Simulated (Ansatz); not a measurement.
We consider rock-salt LaSe, described by PBE0 (Ansatz, an electronic-structure program, PAW).

Numerical settings: plane-wave cutoff 460 eV, 8×8×8 k mesh, Fermi–Dirac smearing 0.05 eV, scalar-relativistic PAW data made under PBE.

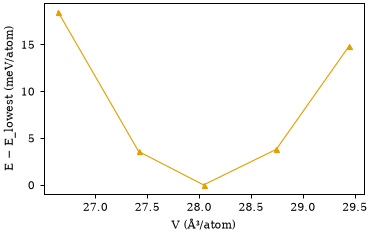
*Total energy against volume*

Task: From the curve, estimate the equilibrium volume and the bulk modulus.

Result: V0 ≈ 28.1 Å³/atom and B0 ≈ 75 GPa; the fit gives V0 = 28.057 Å³/atom, B0 = 75.4 GPa, B′ = 4.5.

Spin–orbit coupling is not included; it can open a gap where bands touch, and shift volumes and moduli.

The result took very roughly 25 core-minutes.
